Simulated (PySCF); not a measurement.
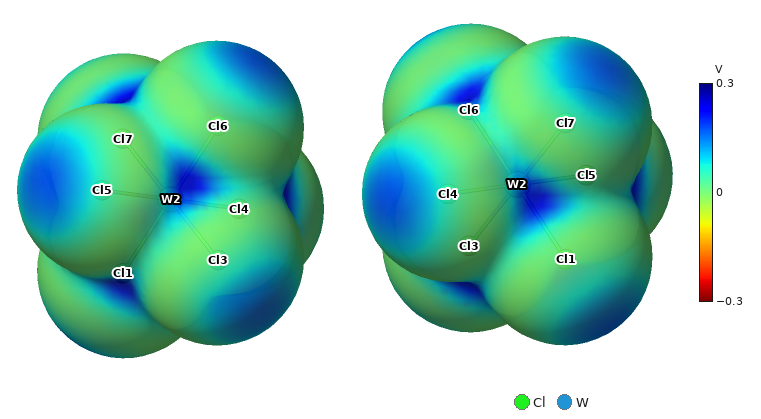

Figure 1: Cl6W, SMILES `Cl[W](Cl)(Cl)(Cl)(Cl)Cl`. Electrostatic potential on the surface of electron density 0.001 a.u. (back view left, front view right).

Computed with PySCF, PBE0/def2-SVP, geometry: GFN2-xTB. Core potentials replace the inner electrons of W; spin–orbit coupling isn't included. This is a single-reference result, which may miss multireference character in this system. No frequency check shows the geometry to be a minimum. GFN2-xTB bond lengths at metals and heavier atoms can be off by up to 0.1 Å and shapes distorted, which carries into these values.

Input script:

```python
import numpy as np
from pyscf import gto, scf, dft
from pyscf.scf import atom_ks, atom_hf
from scipy.linalg import block_diag

def solve(mol, dm0=None, hcore=None):
    mf = (dft.UKS if mol.spin else dft.RKS)(mol, xc='pbe0')
    mf.grids.level = 3
    mf = mf.density_fit(auxbasis='def2-universal-jkfit')
    mf.conv_tol, mf.max_cycle = 1e-8, 80
    if hcore is not None:
        mf.get_hcore = lambda *args: hcore
    mf.kernel(dm0)
    if not mf.converged:
        mf = mf.newton().run(mf.mo_coeff, mf.mo_occ, max_cycle=30)
    assert mf.converged, 'SCF not converged'
    return mf

mol = gto.M(atom='''
Cl     1.19996    -1.92550     0.32051
W      0.00007     0.00036     0.00026
Cl    -1.35840    -1.09090    -1.48792
Cl    -1.40462    -0.59175     1.71142
Cl     1.40447     0.58635    -1.71316
Cl    -1.19977     1.92651    -0.31978
Cl     1.35805     1.09373     1.48782
''', basis='def2-svp', ecp={'W': 'def2-svp'}, charge=0, spin=0, verbose=4)
mf = solve(mol)
mf.analyze()
# spherically averaged free atoms, for the promolecule
atom_ks.AtomSphAverageRKS.init_guess_by_vsap = lambda self, mol=None: self.init_guess_by_minao(mol)  # core potentials
atm = atom_ks.get_atm_nrks(mol, xc='pbe0')
pro = block_diag(*[(atm[a[0]][2] * atm[a[0]][3]) @ atm[a[0]][2].T for a in mol._atom])
np.savez('result.npz', e=mf.e_tot, c=mf.mo_coeff, occ=mf.mo_occ, eps=mf.mo_energy, pro=pro, dip=mf.dip_moment(verbose=0), s2=mf.spin_square()[0])
```

Launched as:

```sh
OMP_NUM_THREADS=1 python input.py
```

The run took 26 s on 1 thread of AMD EPYC 7R43 64-Core Processor (Zen 3), on a shared host, peak memory 0.63 GiB.

Partitions, critical points and surface values were worked out afterwards from this run's density.

**Where are the extremes of the potential on the surface?**

Highest: 0.27 V, near Cl3 (2.26 Å), Cl4 (2.35 Å) and Cl6 (2.42 Å), over W2 (2.7 Å), and at like points elsewhere. Lowest: 0.00 V, 2.1 Å from Cl3, and at like points elsewhere. The surface is sampled at points, so like sites can differ by a few per cent and only the strongest of them is named.

**What volume does the surface enclose, and what is the dipole moment?**

About 195 Å³; the dipole moment is 0.0 D.
